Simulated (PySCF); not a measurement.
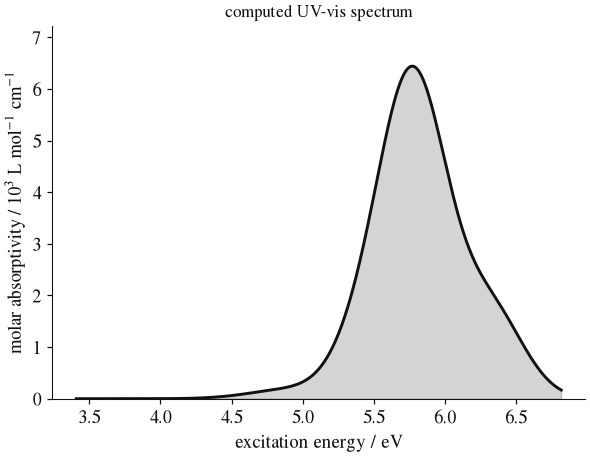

Computed absorption of C₅H₁₀AlAs, SMILES CC#C[CH2][Al]([CH3])[AsH2], singlet. Vertical TDDFT excitations, CAM-B3LYP/def2-SVPD with PySCF, at a GFN2-xTB geometry (no frequency check), gas phase. Only the first 8 singlet excitations are included; each is broadened by a Gaussian of 1/e half-width 0.33 eV.

> Does any vertical transition fall in the visible?

No singlet lies below 3.1 eV (beyond 400 nm), so at this level no vertical transition falls in the visible.

> Which of the computed transitions is the brightest, and what character does the calculation give it?

S5 at 5.79 eV (214 nm), f = 0.113, mainly HOMO−1 → LUMO+1 (74 %).

> Where is the maximum of the broadened curve, and how high is it?

At about 5.8 eV (215 nm), with ε near 6400 L mol⁻¹ cm⁻¹.

Caveats: the tight-binding geometry is rougher than a DFT one and adds to the error; one conformer of a flexible molecule; core orbitals are frozen in the response.
